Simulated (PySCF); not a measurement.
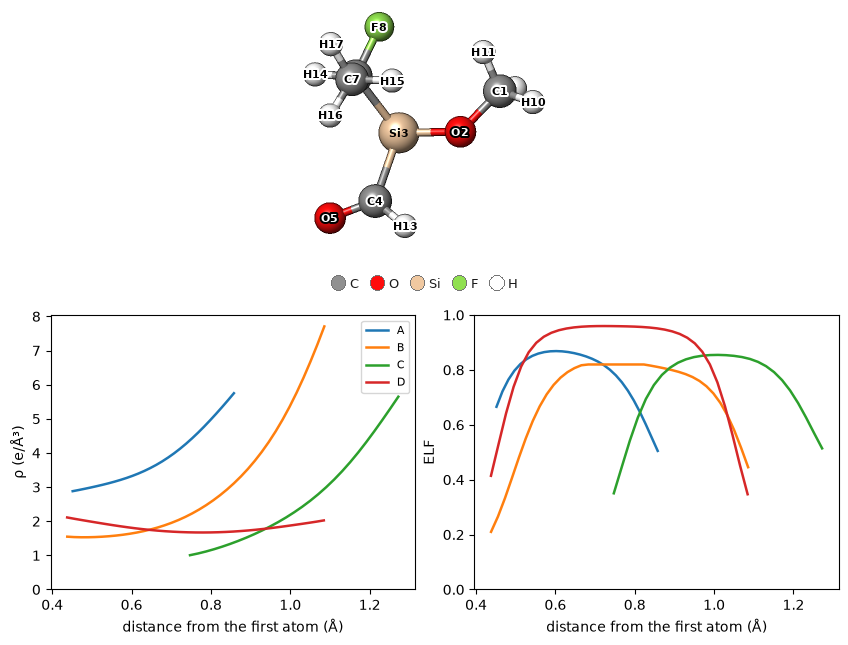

C4H9FO2Si. Electron density and ELF along straight lines between neighbouring atoms. The curves leave out the atomic cores. The structure is drawn too.

Geometry: GFN2-xTB.

These are results of PySCF 2.14.0, PBE0/pcSseg-1, SCF density, gas phase, non-relativistic, not measurements.

```xyz
17

C    -2.4785   -0.2137    0.1450
O    -1.4052    0.6947    0.1418
Si   -0.0157    0.6630   -0.6818
C     0.8597    2.2080    0.0268
O     1.9624    2.5557   -0.3087
C     1.0381   -0.9052   -0.2657
C     1.4219   -1.0251    1.2023
F     0.2746   -2.0266   -0.6152
H    -3.0431   -0.1296   -0.7844
H    -3.1238    0.0384    0.9862
H    -2.1223   -1.2386    0.2473
H    -0.1756    0.7200   -2.1349
H     0.3087    2.8064    0.7823
H     1.9353   -0.9788   -0.8894
H     0.5394   -0.9673    1.8363
H     2.0972   -0.2140    1.4611
H     1.9198   -1.9754    1.3873
```

> Which curve belongs to which contact (C–C, C–F, C–O and Si–O)? The first atom named is at distance zero.

Curve A: C–O (1.20 Å): ρ is about 3.3 e/Å³ halfway; the ELF peaks at about 0.85 between the atoms: a short, multiple covalent bond. Curve B: C–F (1.40 Å): the density is about 2 e/Å³ at the midpoint, with its minimum of 1.5 e/Å³ about 0.5 Å from C; the ELF peaks at about 0.80 between the atoms: a polar covalent bond. Curve C: Si–O (1.62 Å): ρ is about 1.2 e/Å³ halfway; the ELF peaks at about 0.85 between the atoms, as expected for a polar covalent bond. Curve D: C–C (1.52 Å): ρ at the midpoint is about 1.7 e/Å³; the ELF peaks at about 0.95 between the atoms (a shared electron pair).
